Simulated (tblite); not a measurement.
```xyz
17
charge 0, multiplicity 1
F     0.5616    2.8668   -0.4534
C     0.8077    1.5486   -0.2627
C     2.1226    1.1144   -0.2431
C     2.3857   -0.2296   -0.0490
C     1.3426   -1.1311    0.1241
C     0.0339   -0.6963    0.1040
C    -0.2480    0.6674   -0.0928
C    -1.6611    1.0161   -0.0959
C    -2.5206    0.0068    0.0868
Si   -1.6021   -1.6244    0.3007
H     2.9187    1.8294   -0.3793
H     3.4083   -0.5756   -0.0324
H     1.5584   -2.1786    0.2753
H    -1.9461    2.0485   -0.2423
H    -3.5864    0.1654    0.1003
H    -1.7497   -2.2273    1.6260
H    -1.8327   -2.5884   -0.7761
```

Describe the molecule in this file.

It has 17 atoms: 8 carbon, 7 hydrogen, 1 fluorine and 1 silicon (C₈H₇FSi). Its SMILES string is `Fc1cccc2c1C=C[SiH2]2`. Independent rings (smallest set): 1 of 5 members, 1 of 6 members, 1 of them aromatic. Among its groups: alkene, C–F bond, Si–H bond. The point group is Cs. Coordination, clear cases only: 8 C trigonal planar.

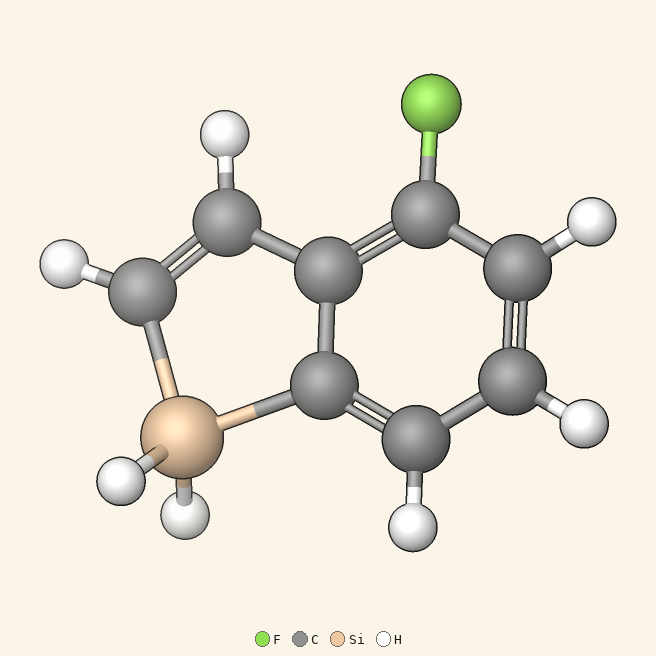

The picture comes from a calculation with tblite.
